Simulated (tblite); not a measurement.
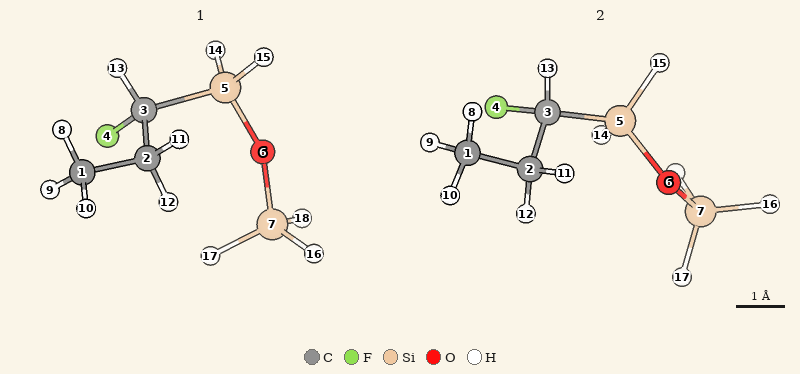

Two geometries of C$_{3}$H$_{11}$FOSi$_{2}$, drawn at one scale. One is the start of a relaxation, the other its converged end. Style: ball-and-stick. Shown from a free direction.

Computed with GFN2-xTB geometry optimisation, gas phase in tblite 0.8.0. 

Q: Which geometry has the lower energy?

A: Structure 1 is the relaxed one. The energy falls by 32.2 kcal/mol in 190 geometry steps. The largest move after the best rigid fit is that of H16, 1.92 Å. Largest moves by element: H 1.92 Å, O 1.10 Å, F 0.76 Å, Si 0.71 Å, C 0.52 Å. Near-neighbour distances that change, for instance: Si5–Si7 2.745 → 3.180 Å, O6–Si7 1.735 → 1.630 Å, C3–Si5 1.823 → 1.921 Å, Si5–O6 1.709 → 1.612 Å. Bond angles that change, for instance: Si5–O6–Si7 105.7° → 157.6°, O6–Si7–H16 112.2° → 103.9°, H14–Si5–H15 107.8° → 115.5°. Groups turn about Si5–O6 by about 110°, O6–Si7 by about 105°, C3–Si5 by about 70°. Cost: 2.4 s on 1 thread of Arm Neoverse N1 (shared host).
